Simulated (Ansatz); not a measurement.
# AlClFHO: molecular dynamics

Aim: follow the molecule's vibrations and see whether its bonds hold. The start is relaxed first. Runs: 40 steps of 2.5 fs at constant energy, with velocities drawn for 500 K.

All numbers below are computed with Ansatz 0.2.0 (RKS PBE-D4/def2-SVP).

### Step 1. The starting structure

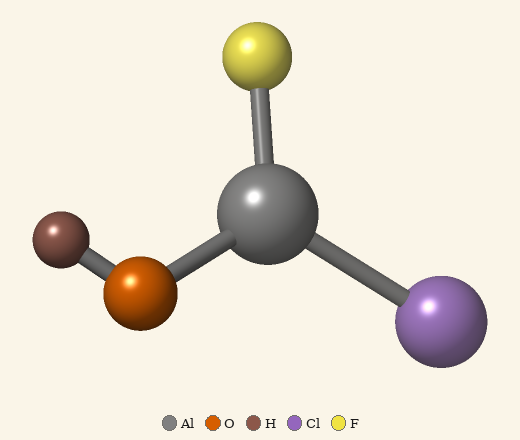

The starting structure, seen from a chosen angle (aluminium grey, oxygen orange, hydrogen brown, chlorine purple, fluorine yellow).

As a file:

```xyz
5

Al    0.0000    0.0000    0.0000
O     0.0000    0.0000    1.7800
H    -0.9095   -0.2814    2.1171
Cl    1.9312    0.0000   -1.1150
F    -1.4635    0.0000   -0.8450
```

### Step 2. Preparing the start

Input file input.yaml:

```yaml
crystal:
  periodic: [false, false, false]
  atoms:
    - { symbol: Al, position_ang: [0.0, 0.0, 0.0] }
    - { symbol: O, position_ang: [0.0, 0.0, 1.78] }
    - { symbol: H, position_ang: [-0.9095, -0.2814, 2.1171] }
    - { symbol: Cl, position_ang: [1.9312, 0.0, -1.115] }
    - { symbol: F, position_ang: [-1.4635, 0.0, -0.845] }
basis:
  gaussian: { orbitals: def2-SVP }
hamiltonian:
  xc: pbe
  dispersion: d4
relax:
  f_tol: 0.02
  max_steps: 40
```

Started as:

```
ansatz run input.yaml --threads 1 --pin off --max-ram 2048MiB --backend cpu --events-out ev --progress --plain --runs-dir out
```

The program printed, shortened:

```text
Warning: RAYON_NUM_THREADS=1 ignored (pool sized by the plan → 1); use --threads N
[...]
Functional definition: PBE
[...]
737 factors; their error is unknown
[...]
mean field -23881.34675469 eV, -877.6233058765 hartree, gradient 3.1e-5 eV, S^2 0.000000; 0 other end points of the search recorded, 0 dependent functions left out
[...]
reference -23881.34679012 eV, -877.6233071786 hartree; 24, 24 occupied and 45, 45 virtual orbitals, 737 factors
relax step   1: F+E_penalty+E_count = -23881.43759078 eV  Δ(F+E_penalty+E_count) = +0.000e0 eV  max|allowed force component| = 1.630e0 eV/Å  Δτ_max = 0.0000 Å  (25 SCF iters, accepted)
[...]
relax step   5: F+E_penalty+E_count = -23881.71347412 eV  Δ(F+E_penalty+E_count) = -3.800e-3 eV  max|allowed force component| = 6.444e-2 eV/Å  Δτ_max = 0.0123 Å  (24 SCF iters, accepted)
[...]
relax step   6: F+E_penalty+E_count = -23881.71368177 eV  Δ(F+E_penalty+E_count) = -2.077e-4 eV  max|allowed force component| = 9.224e-3 eV/Å  Δτ_max = 0.0092 Å  (25 SCF iters, accepted)
737 factors; their error is unknown
mean field -23881.61936192 eV, -877.6333240077 hartree, gradient 8.4e-5 eV, S^2 0.000000; 1 other end points of the search recorded, 0 dependent functions left out
[...]
reference -23881.61939692 eV, -877.6333252936 hartree; 24, 24 occupied and 45, 45 virtual orbitals, 737 factors
Total energy: -23881.71371676 eV, -877.6367914841 hartree
Atom 0 at    -0.006896    -0.034230    -0.018212 Å, force    -0.002550     0.000453    -0.005609 eV/Å
Atom 1 at    -0.012053    -0.121467     1.680352 Å, force    -0.005805     0.000043    -0.004649 eV/Å
Atom 2 at    -0.832266    -0.160621     2.197256 Å, force     0.002557     0.000102    -0.000657 eV/Å
Atom 3 at     1.827951     0.044858    -1.011592 Å, force    -0.000222    -0.000138     0.001692 eV/Å
Atom 4 at    -1.418536    -0.009940    -0.910704 Å, force     0.006021    -0.000460     0.009224 eV/Å
Dipole moment:    -0.243793    -0.019064     0.297284 e Å
```

Run time: 11 s. Hardware: 1 thread of Arm Neoverse V2, shared host; peak memory 0.15 GiB.

The steps of the relaxation:

```
step  energy from step 1 (eV)  largest force component (eV/Å)
   1                   0.0000                          1.6298
   2                  -0.2140                          0.9899
   3                  -0.2597                          0.8103
   4                  -0.2721                          0.3813
   5                  -0.2759                          0.0644
   6                  -0.2761                          0.0092
```

Step 1 is the start.

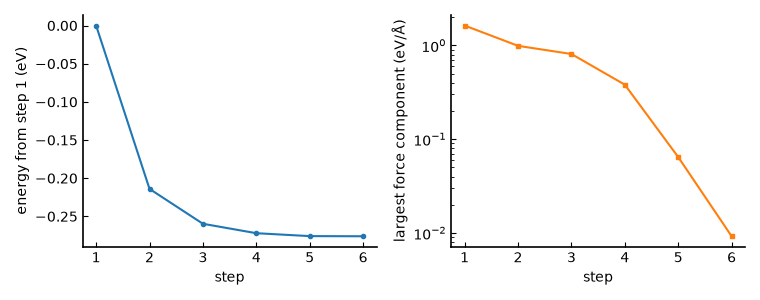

How energy and force went from step to step.

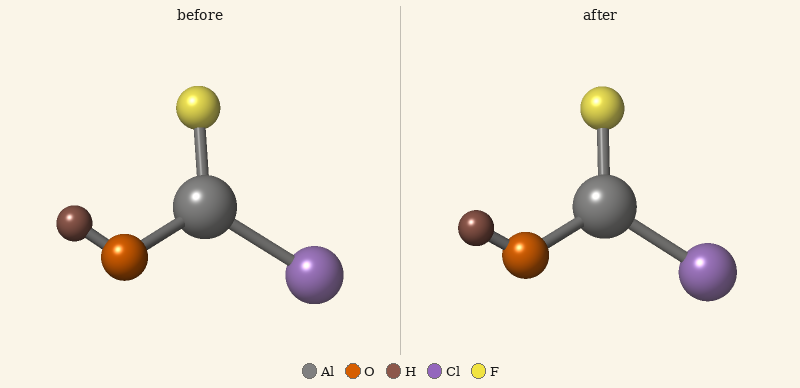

The structure before (left) and after (right), drawn at the same scale.

After: Bond lengths: Al1–O2 1.701 Å, O2–H3 0.970 Å, Al1–Cl4 2.088 Å, Al1–F5 1.670 Å. Angles: Al1–O2–H3 122.5°, O2–Al1–Cl4 118.7°, O2–Al1–F5 122.1°, Cl4–Al1–F5 119.2°.

### Step 3. The run

40 steps of 2.5 fs at constant energy, with velocities drawn for 500 K, from the relaxed start.

Input file input.yaml:

```yaml
crystal:
  periodic: [false, false, false]
  atoms:
    - { symbol: Al, position_ang: [-0.006896, -0.03423, -0.018212] }
    - { symbol: O, position_ang: [-0.012053, -0.121467, 1.680352] }
    - { symbol: H, position_ang: [-0.832266, -0.160621, 2.197256] }
    - { symbol: Cl, position_ang: [1.827951, 0.044858, -1.011592] }
    - { symbol: F, position_ang: [-1.418536, -0.00994, -0.910704] }
basis:
  gaussian: { orbitals: def2-SVP }
hamiltonian:
  xc: pbe
  dispersion: d4
md:
  timestep: 2.5
  n_steps: 40
  ensemble: nve
  temperature: 500.0
  initial_velocities: maxwell_boltzmann
  seed: 326287
```

Started as:

```
ansatz run input.yaml --threads 1 --pin off --max-ram 2048MiB --backend cpu --events-out ev --progress --plain --runs-dir out
```

The program printed, shortened:

```text
Warning: RAYON_NUM_THREADS=1 ignored (pool sized by the plan → 1); use --threads N
[...]
[... 1 set-up line as earlier in the session ...]
[...]
737 factors; their error is unknown
[...]
mean field -23881.61935884 eV, -877.6333238945 hartree, gradient 3.0e-5 eV, S^2 0.000000; 0 other end points of the search recorded, 0 dependent functions left out
[...]
reference -23881.61939384 eV, -877.6333251806 hartree; 24, 24 occupied and 45, 45 virtual orbitals, 737 factors
md step     0: t =     0.00 fs  T =   500.0 K  F+E_penalty+E_count = -23881.71367870 eV  E_kin = 0.193890 eV  conserved = -23881.51978870 eV  (25 SCF iters)
[...]
md step    10: t =    25.00 fs  T =  2436.3 K  F+E_penalty+E_count = -23874.59810165 eV  E_kin = 0.944742 eV  conserved = -23873.65335999 eV  (36 SCF iters, 13 dispersion substeps)
[...]
md step    39: t =    97.50 fs  T =  1872.3 K  F+E_penalty+E_count = -23874.38098479 eV  E_kin = 0.726027 eV  conserved = -23873.65495795 eV  (41 SCF iters, 9 dispersion substeps)
[...]
md step    40: t =   100.00 fs  T =  1839.9 K  F+E_penalty+E_count = -23874.36731613 eV  E_kin = 0.713474 eV  conserved = -23873.65384214 eV  (146 SCF iters, 9 dispersion substeps)
Total energy: -23874.36736976 eV, -877.3668182112 hartree
Atom 0 at     0.016296     0.037497    -0.050699 Å, force     3.496793    -0.133640     2.940346 eV/Å
Atom 1 at     0.483432    -0.051957     1.646703 Å, force    -0.553420     0.156597    -1.257893 eV/Å
Atom 2 at   -11.123459    -1.865094     6.051406 Å, force     0.000379     0.000020    -0.000077 eV/Å
Atom 3 at     1.839762     0.033126    -1.118885 Å, force     0.049154     0.072297    -0.103237 eV/Å
Atom 4 at    -1.344751    -0.058017    -0.840517 Å, force    -2.992906    -0.095274    -1.579140 eV/Å
Dipole moment:    -0.904653    -0.042759     0.162268 e Å
```

Run time: 71 s. Hardware: 1 thread of Arm Neoverse V2, shared host; peak memory 0.12 GiB.

### Step 4. What the atoms did

One step in 2; energies are changes from step 0:

```
time (fs)  T (K)  potential energy change (meV/atom)  total energy change (meV/atom)
      0.0    500                                 0.0                            0.00
      5.0    340                                87.6                           75.25
     10.0   2425                               284.0                          433.34
     15.0   6354                              1134.4                         1588.40
     20.0   3506                              1340.6                         1573.75
     25.0   2436                              1423.1                         1573.29
     30.0   2086                              1449.9                         1572.94
     35.0   2211                              1439.3                         1572.00
     40.0   2163                              1442.9                         1571.87
     45.0   1861                              1467.1                         1572.69
     50.0   1871                              1466.4                         1572.72
     55.0   2158                              1442.9                         1571.45
     60.0   1993                              1456.4                         1572.18
     65.0   1843                              1468.9                         1573.04
     70.0   2184                              1441.1                         1571.68
     75.0   2220                              1438.2                         1571.64
     80.0   1868                              1466.7                         1572.80
     85.0   1885                              1465.3                         1572.74
     90.0   2218                              1438.1                         1571.40
     95.0   2057                              1451.2                         1571.97
    100.0   1840                              1469.3                         1573.19
```

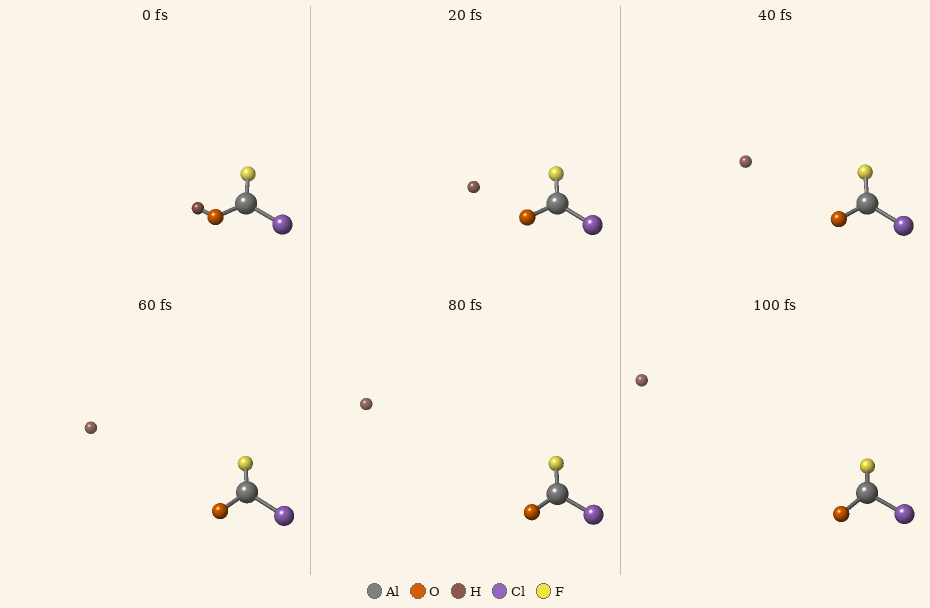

Six frames of the run, seen from a chosen angle. Sticks join atoms within a bonding distance in each frame.

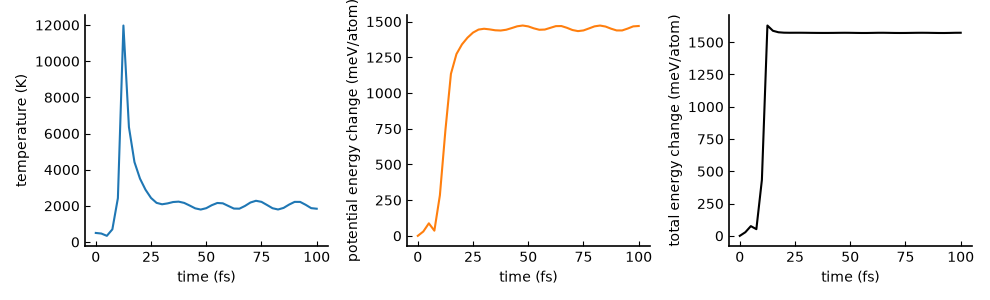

Traces against time; each panel has its own scale.

Bonds that form or break, judged by distance (formed within 1.15 times the sum of covalent radii and held on average over 10 fs, broken when stretched by half; pairs already stretched at the start don't count as bonds):

```
time (fs)   bond   event
     12.5  O2–H3  breaks
```

### Step 5. Positions and forces

Extended XYZ, with forces in eV/Å:

```xyz
5
time_fs=12.5 T=11975 dE=3.6967
Al    0.030   -0.054   -0.027   -2.023    0.150   -2.605
O    -0.005   -0.094    1.611   -3.448   -0.767    4.988
H    -1.492   -0.340    2.394    3.954    0.691   -2.404
Cl    1.840    0.048   -1.003    0.493    0.008   -0.263
F    -1.464   -0.002   -0.865    1.024   -0.081    0.284
5
time_fs=25.0 T=2436 dE=7.1156
Al   -0.008   -0.065   -0.122    1.617    0.111    3.003
O     0.103   -0.066    1.658   -0.242   -0.126   -1.331
H    -3.390   -0.657    3.208    0.237    0.045   -0.123
Cl    1.871    0.052   -1.006    0.231   -0.034   -0.329
F    -1.457    0.001   -0.809   -1.843    0.004   -1.220
5
time_fs=37.5 T=2232 dE=7.1875
Al    0.002   -0.069   -0.098   -0.559    0.303    0.710
O     0.180   -0.052    1.638   -0.118   -0.104   -0.814
H    -4.732   -0.869    3.709    0.024    0.005   -0.013
Cl    1.911    0.054   -1.022   -0.370   -0.077   -0.072
F    -1.540    0.002   -0.822    1.023   -0.127    0.189
5
time_fs=50.0 T=1871 dE=7.3321
Al   -0.006   -0.057   -0.047   -1.247    0.267   -2.971
O     0.251   -0.047    1.573    0.313   -0.062    2.073
H    -6.019   -1.070    4.181    0.004    0.001   -0.002
Cl    1.935    0.052   -1.041   -0.874   -0.086    0.239
F    -1.566   -0.006   -0.830    1.804   -0.119    0.660
5
time_fs=62.5 T=1849 dE=7.3416
Al   -0.050   -0.031   -0.101    3.526    0.069    2.442
O     0.336   -0.049    1.627   -0.438   -0.012   -1.460
H    -7.298   -1.270    4.650    0.001    0.000    0.000
Cl    1.923    0.048   -1.051   -1.017   -0.050    0.243
F    -1.485   -0.022   -0.805   -2.074   -0.008   -1.225
5
time_fs=75.0 T=2220 dE=7.1911
Al    0.036   -0.001   -0.070   -1.418   -0.110   -0.313
O     0.392   -0.051    1.591   -0.097    0.018    0.247
H    -8.574   -1.468    5.118    0.001    0.000   -0.001
Cl    1.874    0.041   -1.052    0.342    0.032   -0.410
F    -1.495   -0.040   -0.840    1.172    0.060    0.477
5
time_fs=87.5 T=2069 dE=7.2517
Al    0.070    0.024   -0.047   -2.381   -0.217   -0.997
O     0.438   -0.053    1.579    0.091    0.017    1.169
H    -9.850   -1.667    5.585    0.001    0.000    0.000
Cl    1.837    0.036   -1.071    1.103    0.065   -0.800
F    -1.446   -0.053   -0.854    1.186    0.135    0.628
5
time_fs=100.0 T=1840 dE=7.3464
Al    0.016    0.037   -0.051    3.497   -0.134    2.940
O     0.483   -0.052    1.647   -0.553    0.157   -1.258
H   -11.123   -1.865    6.051    0.000    0.000    0.000
Cl    1.840    0.033   -1.119    0.049    0.072   -0.103
F    -1.345   -0.058   -0.841   -2.993   -0.095   -1.579
```

### Step 6. Summary of results

| quantity | value |
| --- | --- |
| relaxation of the start | 5 moves, 0.276 eV lower |
| length | 40 steps of 2.5 fs |
| temperature, first and last step | 500 and 1840 K |
| temperature, second half | mean 2021 K, from 1798 to 2280 K |
| potential energy, second half | +1454 meV/atom from the start |
| largest change of the total energy | 1629.25 meV/atom |
| bonds formed or broken | 1 |

In words: The temperature runs away to 11975 K: the integration has become unstable, and nothing after that is physical. 100 fs on 5 atoms is far too short and small for converged averages. The nuclei move classically, without zero-point motion, which matters most for hydrogen.
